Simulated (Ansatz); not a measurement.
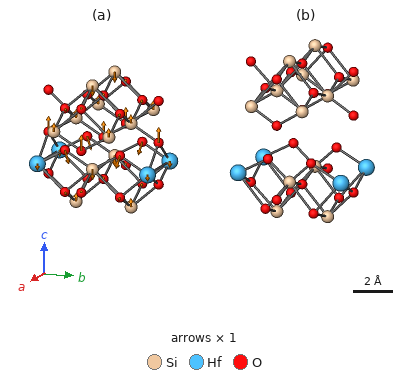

The structure of a crystal of HfSi3O8 (built on the tetragonal host type) before (left) and after (right) a relaxation, at one scale. The orange arrows give the displacements (the part carried along by the change of the cell is left out), at their true length.

A ball-and-stick model of the atoms within 4.2 Å of the atom that moves most (axes of the cell of the calculation), seen slightly off an axis.

The calculation used Ansatz 0.2.0, DFT, PBE, plane waves, PAW.

The input:
```yaml
crystal:
  lattice:
    - [3.09224225, 0.0, 0.0]
    - [0.0, 6.18448451, 0.0]
    - [0.0, 0.0, 4.49481756]
  atoms:
    - { symbol: Si, position: [0.5, 0.25, 0.5] }
    - { symbol: Hf, position: [0.0, 0.0, 0.0] }
    - { symbol: O, position: [0.5, 0.0, 0.30279212] }
    - { symbol: O, position: [0.0, 0.25, 0.19720788] }
    - { symbol: O, position: [0.0, 0.25, 0.69720788] }
    - { symbol: O, position: [0.5, 0.0, 0.80279212] }
    - { symbol: Si, position: [0.5, 0.75, 0.5] }
    - { symbol: Si, position: [0.0, 0.5, 0.0] }
    - { symbol: O, position: [0.5, 0.5, 0.30279212] }
    - { symbol: O, position: [0.0, 0.75, 0.19720788] }
    - { symbol: O, position: [0.0, 0.75, 0.69720788] }
    - { symbol: O, position: [0.5, 0.5, 0.80279212] }
kpoints:
  mp_grid: { grid: [8, 4, 6] }
hamiltonian:
  xc: pbe
scf:
  occupations: { method: fermi_dirac, width: 0.02 }
relax:
  f_tol: 0.005
  cell: {}
output:
  write_density: true
  write_potential: true
  elf: true
  volumetric_format: npy
```

**Describe what moved and what it gained.**

The largest move relative to the cell is that of O9, 0.89 Å along +c. By element the largest moves are O 0.89 Å, Si 0.60 Å, Hf 0.38 Å. The volume changes by +54.1 %, with a 3.092 → 3.538 Å (+14.4 %), b 6.184 → 5.766 Å (−6.8 %), c 4.495 → 6.491 Å (+44.4 %). Some distances before and after: Si8–O9 2.060 → 3.885 Å, Si1–O4 2.060 → 3.681 Å, Hf2–O3 2.060 → 3.665 Å, Hf2–Hf2 3.092 → 3.538 Å. Bonds break: Hf2–O3 (2.06 → 3.66 Å). Among the angles between lasting bonds that change: O4–Si8–O10 120.3° → 94.1°, O12–Si8–O12 120.3° → 146.2°, Si8–O12–Si8 120.3° → 146.2°. The space group stays Pmm2 (No. 25). The energy falls by 986 meV per atom in 43 accepted moves (52 points after the start). Largest force component: 9.1 eV/Å at the start, 0.0016 eV/Å at the end. The pressure goes from 98.08 to 0.01 GPa. The line search rejected the trial steps at points 8, 12 of the run. The SCF was repeated 7 times at an unchanged geometry on a basis and grid sized afresh for the cell, which shifted the energy by 70.5 meV per atom at most.
